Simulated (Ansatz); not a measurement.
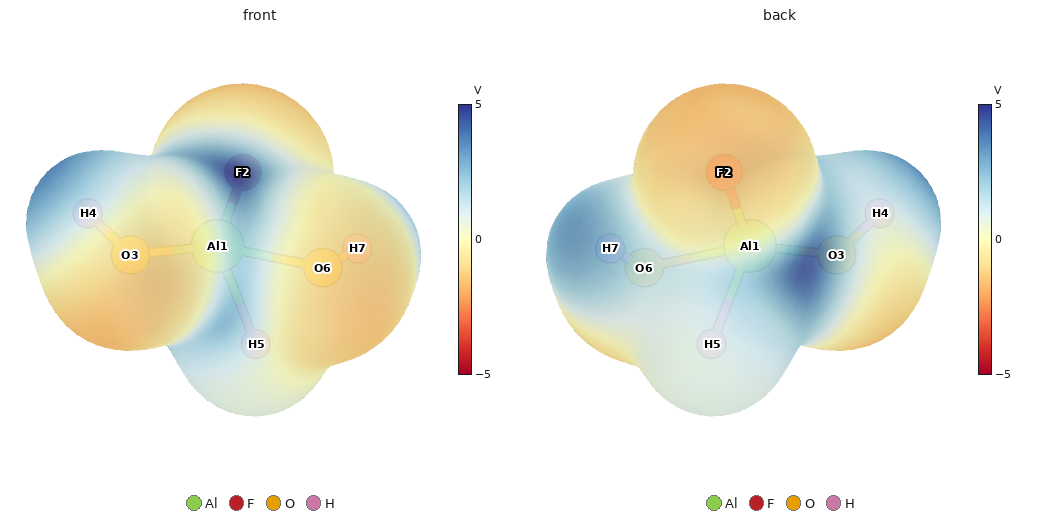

*AlFH3O2 (doublet). The molecular electrostatic potential painted on the density surface at 0.004 e/bohr³, seen from the front and from behind; red is negative and blue positive.*

Not at a stationary point (largest force 1.5 eV/Å).

The calculation used Ansatz, UKS PBE0-D4/def2-SVP.

Input

```
crystal:
  periodic: [false, false, false]
  atoms:
    - { symbol: Al, position_ang: [0.0, 0.0, 0.0] }
    - { symbol: F, position_ang: [0.0, 0.0, 1.94] }
    - { symbol: O, position_ang: [1.5415, 0.0, -0.89] }
    - { symbol: H, position_ang: [1.8414, -0.9519, -1.0449] }
    - { symbol: H, position_ang: [-1.351, 0.0, -0.78] }
    - { symbol: O, position_ang: [0.0, 0.0, 3.47] }
    - { symbol: H, position_ang: [-0.5144, -0.8011, 3.8071] }
magnetization:
  spin_polarized: true
  initial_magnetization: 1
basis:
  gaussian: { orbitals: def2-SVP }
hamiltonian:
  xc: pbe0
  dispersion: d4
relax:
  f_tol: 0.15
  max_steps: 25
  restrain:
    - { distance: [1, 5], at: 2.43, k: 30.0 }
    - { distance: [0, 1], at: 1.69, k: 30.0 }
output:
  orbitals: {}
```

Launched as:

```sh
ansatz run input.yaml --threads 2 --pin off --max-ram 3072MiB --backend cpu --events-out ev --progress --plain --runs-dir out
```

The fields are those of the run's last geometry, not of the input's.

> Describe the electrostatic potential map.

The most negative region (about −1.6 V) lies over F2 and O3, the most positive (about +4.4 V) over Al1.
